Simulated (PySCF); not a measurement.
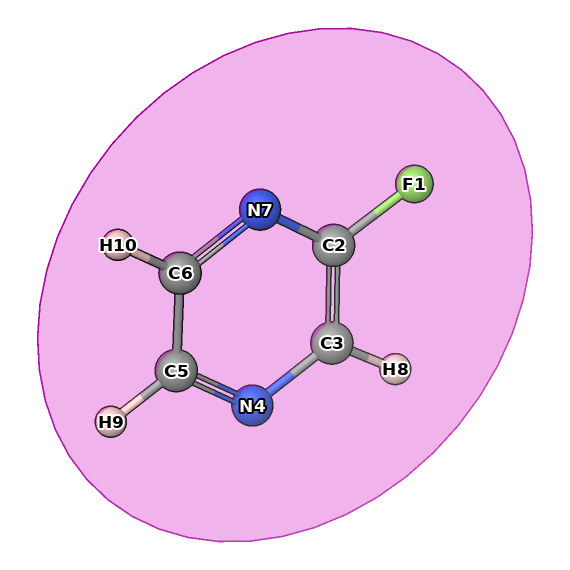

A disc through the centre of mass is drawn in. Atoms fade into the background with distance from the viewer. The geometry was computed by an optimisation with PBE0-D3(BJ)/def2-TZVP. No frequency run is at hand to confirm it as a minimum.

> Is the plane of the disc a mirror plane of the structure?

Yes. The reflection leaves F1, C2, C3, N4, C5, C6, N7, H8, H9, H10 in place. The point group is Cs.
